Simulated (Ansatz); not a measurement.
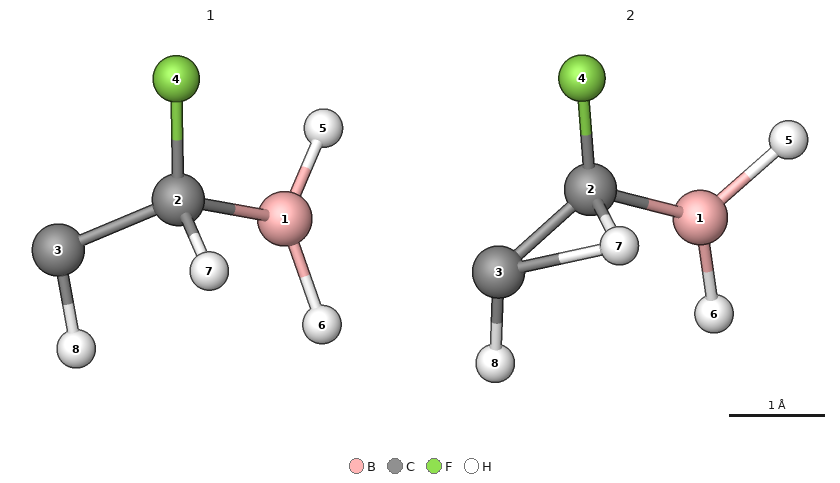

Two geometries of C$_{2}$H$_{4}$BF, drawn at one scale. One is the start of a relaxation, the other its converged end. Style: ball-and-stick. Shown from a free direction.

All numbers below come from Ansatz, RKS B3LYP-D4/cc-pVDZ. (no spin polarisation; force threshold 0.02 eV/Å; at most 50 steps)

Which one is relaxed?

Structure 1 is the relaxed one. The run prepares an end point of a later path (hydrogen shift) calculation, from a guessed geometry. The largest move after the best rigid fit is that of H5, 0.67 Å. Largest moves by element: H 0.67 Å, C 0.47 Å, F 0.21 Å, B 0.06 Å. Some distances before and after: C3–H7 1.484 → 1.986 Å, C2–C3 1.309 → 1.426 Å, C2–F4 1.327 → 1.392 Å, B1–C2 1.518 → 1.580 Å. Among the angles between lasting bonds that change: C3–C2–H7 75.8° → 101.5°, C2–C3–H8 121.8° → 106.7°, F4–C2–H7 97.4° → 109.6°. After 18 accepted moves (21 points after the start) the energy has fallen by 1.287 eV. Largest force component: 3.9 eV/Å at the start, 0.015 eV/Å at the end. The line search rejected the trial steps at points 9, 11, 19 of the run.
